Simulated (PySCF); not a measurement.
Molecule: SMILES C=O, singlet. Atoms near the plane z = 0.6 Å, at the PBE/def2-SVP optimised geometry (x, y, z in Å): C1 (-0.3, 0.0, 0.0), O2 (0.9, 0.0, 0.0), H3 (-0.9, 1.0, 0.0), H4 (-0.9, -1.0, 0.0).

Level of theory: PBE/def2-TZVP run with PySCF. The values are rescaled to run from 0 to 1.

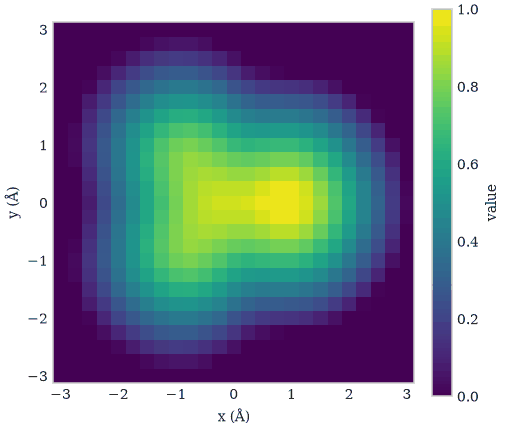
Fig. 1. a field on the plane z = 0.6 Å.

Which quantity is mapped?
A) electron localisation function
B) log10 of the electron density
C) an orbital amplitude
D) electrostatic potential

B, log10 of the electron density. In full: log10 of the electron density (e/bohr³), floored at −4.
